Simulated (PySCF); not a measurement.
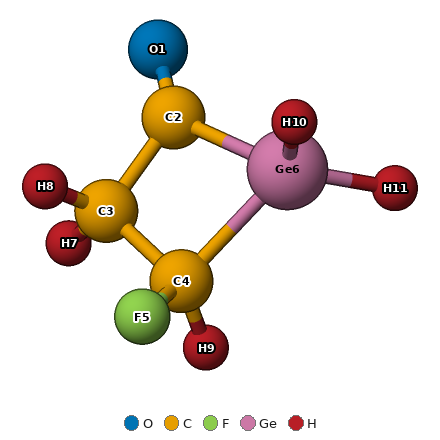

C₃H₅FGeO, SMILES O=[C]1C[C@H](F)[GeH2]1, singlet. Vertical core-electron binding energies by ΔSCF (B3LYP, pcX-2 on the ionised atom, pcseg-1 elsewhere, spin-free X2C; PySCF, at a PBE0-D3(BJ)/def2-SVP geometry (no frequency check)), gas phase, against the vacuum level. One atom of each kind was ionised; within a panel, areas follow the number of like atoms, each panel is scaled alone, Gaussians of 0.6 eV full width. Only the regions named are shown. Lines closer than the width merge in the curve.

> Predict the C 1s, O 1s and F 1s photoelectron lines.

```csv
level,atoms,binding energy (eV)
C 1s,C2,293.3
C 1s,C4,292.7
C 1s,C3,291.3
O 1s,O1,538.1
F 1s,F5,692.2
```

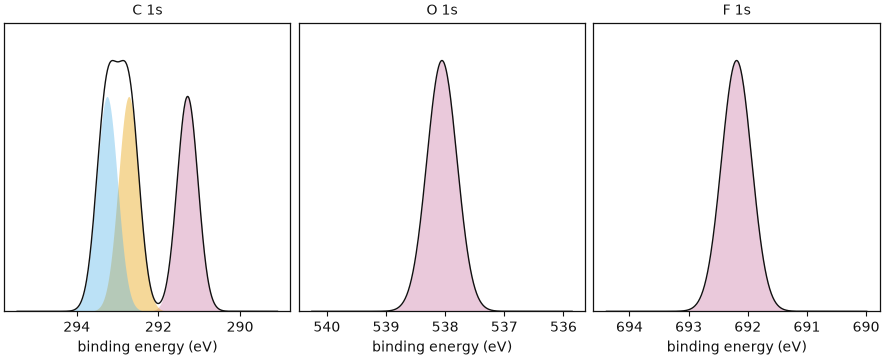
